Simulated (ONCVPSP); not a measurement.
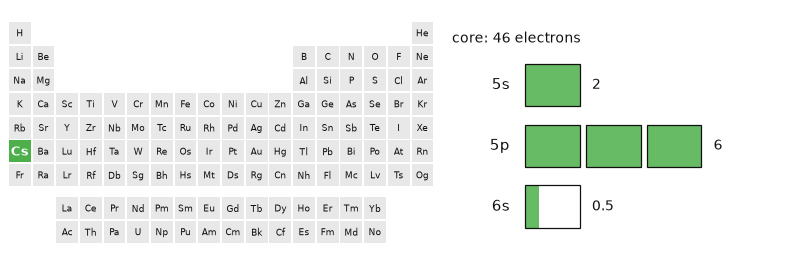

Left, the place of caesium in the periodic table; right, the valence shells of the reference configuration: a box for each of the 2l + 1 orbitals, shaded by the share of the shell that is filled, with the electron count at the right.

**Cs: pseudopotential generation**

- system: caesium (Cs, Z = 55), core [Kr] 4d10, reference valence 5s2 5p6 6s0.5 (an ion of charge +0.5), valence charge 9.
- method: ONCV potential, PBE, scalar-relativistic, made with ONCVPSP 4.0.1

The input:
```
# ATOM AND REFERENCE CONFIGURATION
# atsym  z   nc   nv     iexc    psfile
  Cs 55.00    9    3        4      upf
#
#   n    l    f
    1    0    2.00
    2    0    2.00
    2    1    6.00
    3    0    2.00
    3    1    6.00
    3    2   10.00
    4    0    2.00
    4    1    6.00
    4    2   10.00
    5    0    2.00
    5    1    6.00
    6    0    0.50
#
# PSEUDOPOTENTIAL AND OPTIMIZATION
# lmax
    3
#
#   l,   rc,      ep,       ncon, nbas, qcut
    0    2.40    0.00    4    7    4.80
    1    2.40    0.00    4    8    4.70
    2    2.45    0.12    4    8    4.20
    3    2.65    0.02    4    8    3.80
#
# LOCAL POTENTIAL
# lloc, lpopt,  rc(5),   dvloc0
    4    5    2.35    0.00
#
# VANDERBILT-KLEINMAN-BYLANDER PROJECTORs
# l, nproj, debl
    0    2    3.20
    1    1    1.50
    2    3    3.30
    3    2    3.30
#
# MODEL CORE CHARGE
# icmod, fcfact, rcfact
    3    5.50    1.15
#
# LOG DERIVATIVE ANALYSIS
# epsh1, epsh2, depsh
   -3.00    5.00    0.02
#
# OUTPUT GRID
# rlmax, drl
    6.00    0.01
#
# TEST CONFIGURATIONS
# ncnf
    4
# nvcnf
#   n    l    f
    3
    5    0    2.00
    5    1    6.00
    6    0    1.00
#
    3
    5    0    2.00
    5    1    6.00
    6    0    0.00
#
    4
    5    0    2.00
    5    1    6.00
    6    0    0.00
    6    1    1.00
#
    3
    5    0    2.00
    5    1    5.00
    6    0    1.00
#
```

Hardware: 1 CPU thread, shared host.

Command:
```bash
oncvpsp.x < Cs.dat > Cs.out
```

Log (extracts):
```
ONCVPSP  (Optimized Norm-Conservinng Vanderbilt PSeudopotential)
scalar-relativistic version 4.0.1

#   n    l    f        energy (Ha)
    1    0    2.00    -1.3157214E+03
    2    0    2.00    -2.0645935E+02
    2    1    6.00    -1.8520663E+02
    3    0    2.00    -4.2992897E+01
    3    1    6.00    -3.6154565E+01
    3    2   10.00    -2.6120473E+01
    4    0    2.00    -8.1853432E+00
    4    1    6.00    -5.9994189E+00
    4    2   10.00    -2.8182532E+00
    5    0    2.00    -1.0716084E+00
    5    1    6.00    -5.8532635E-01
    6    0    0.50    -1.4088201E-01

Reference configufation results
  iterations    26
  all-electron total energy (Ha)   -7.78687627D+03

Begin loop to  construct optimized pseudo wave functions
and semi-local pseudopoentials for all angular momenta

Calculating optimized projector #   1

 for l=   0

    Fraction of norm inside rc  0.870478
    Optimizing pswf for qcut=   4.80 a_B^-1,  ecut=  11.50 Ha
    Residual kinetic energy error=  9.13D-06 Ha

    Energy error per electron        Cutoff
         Ha          eV             Ha
         0.01000     0.27211        6.25
         0.00100     0.02721        8.37
         0.00010     0.00272        9.99
         0.00001     0.00027       12.11

Calculating optimized projector #   2

 for l=   0

    Fraction of norm inside rc  0.041876
    Optimizing pswf for qcut=   4.80 a_B^-1,  ecut=  11.50 Ha
    Residual kinetic energy error=  4.23D-06 Ha

    Energy error per electron        Cutoff
         Ha          eV             Ha
         0.01000     0.27211        4.09
         0.00100     0.02721        7.14
         0.00010     0.00272        9.21
         0.00001     0.00027       11.16

Calculating optimized projector #   1

 for l=   1

    Fraction of norm inside rc  0.710754
    Optimizing pswf for qcut=   4.71 a_B^-1,  ecut=  11.08 Ha
    Residual kinetic energy error=  2.86D-05 Ha

    Energy error per electron        Cutoff
         Ha          eV             Ha
         0.01000     0.27211        2.93
         0.00100     0.02721        7.79
         0.00010     0.00272        9.91
         0.00001     0.00027       21.64

WARNING wellstate: moderately localized bound state found for n= 5 l=  2
WARNING scattering state with energy  0.05000000
WARNING will be used for the first projector

   Wellstate for l =  2  n =  6
     eigenvalue =   0.0500
     asymptotic potential =   0.5500
     half-point radius = 16.4244

   Wellstate for l =  2  n =  8
     eigenvalue =   3.3500
     asymptotic potential =   3.8500
     half-point radius =  4.5178

   Wellstate for l =  2  n =  9
     eigenvalue =   6.6500
     asymptotic potential =   7.1500
     half-point radius =  3.9969

Calculating optimized projector #   1

 for l=   2

    Fraction of norm inside rc  0.092386
    Optimizing pswf for qcut=   4.21 a_B^-1,  ecut=   8.84 Ha
    Residual kinetic energy error=  1.59D-06 Ha

    Energy error per electron        Cutoff
         Ha          eV             Ha
         0.01000     0.27211        2.32
         0.00100     0.02721        3.66
         0.00010     0.00272        4.87
         0.00001     0.00027        5.85

Calculating optimized projector #   2

 for l=   2

    Fraction of norm inside rc  0.137927
    Optimizing pswf for qcut=   4.21 a_B^-1,  ecut=   8.84 Ha
    Residual kinetic energy error=  6.64D-04 Ha

    Energy error per electron        Cutoff
         Ha          eV             Ha
         0.01000     0.27211        6.16
         0.00100     0.02721        8.18
         0.00010     0.00272       16.77
         0.00001     0.00027       44.90

Calculating optimized projector #   3

 for l=   2

    Fraction of norm inside rc  0.122092
    Optimizing pswf for qcut=   4.21 a_B^-1,  ecut=   8.84 Ha
    Residual kinetic energy error=  7.68D-02 Ha

    Energy error per electron        Cutoff
         Ha          eV             Ha
         0.01000     0.27211       12.18
         0.00100     0.02721       17.46
         0.00010     0.00272       32.11
         0.00001     0.00027       62.67

   Wellstate for l =  3  n =  4
     eigenvalue =   0.0200
     asymptotic potential =   0.5200
     half-point radius = 28.8782

   Wellstate for l =  3  n =  7
     eigenvalue =   3.3200
     asymptotic potential =   3.8200
     half-point radius =  4.1256

Calculating optimized projector #   1

 for l=   3

    Fraction of norm inside rc  0.004376
    Optimizing pswf for qcut=   3.80 a_B^-1,  ecut=   7.21 Ha
    Residual kinetic energy error=  2.46D-04 Ha
 ERROR pspot:  first pseudo wave function has node,          program will stop
 ERROR pspot: try changing psp parameters for this l
```

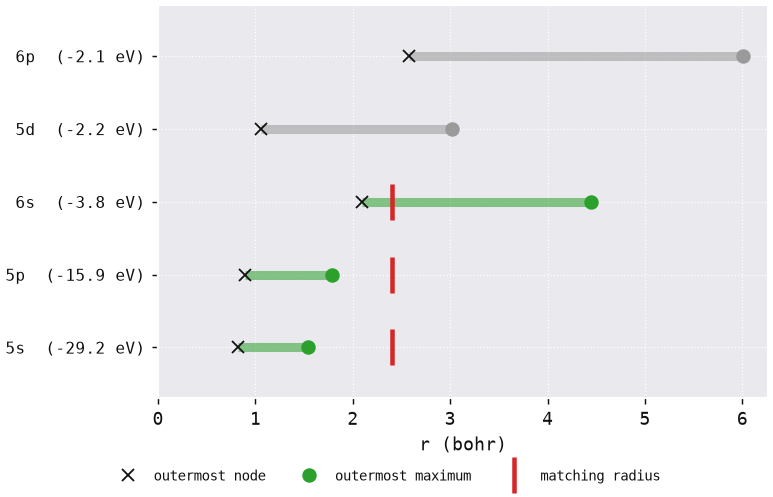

Outer shells of the all-electron reference atom: each bar runs from the outermost node (or the nucleus) to the outermost maximum of u(r); the tick is the radius chosen for the pseudo-wave. Shells without a tick have no pseudo-wave of their own. Levels, nodes and maxima are from ld1.x, scalar-relativistic.

- Radii against the shells: 5s: 2.40 bohr, outside the maximum; 5p: 2.40 bohr, outside the maximum; 6s: 2.40 bohr, between node and maximum.

What the run reported:

| quantity | value |
| --- | --- |
| outcome | ended with an error |
| wall time | 1.5 s |

What went wrong:

The generator stopped with the message “ERROR pspot: first pseudo wave function has node, program will stop”. In words: the optimised pseudo-wave of the first projector has a node, so the radial equation cannot be inverted for a potential. It was at work on the f channel when it stopped.
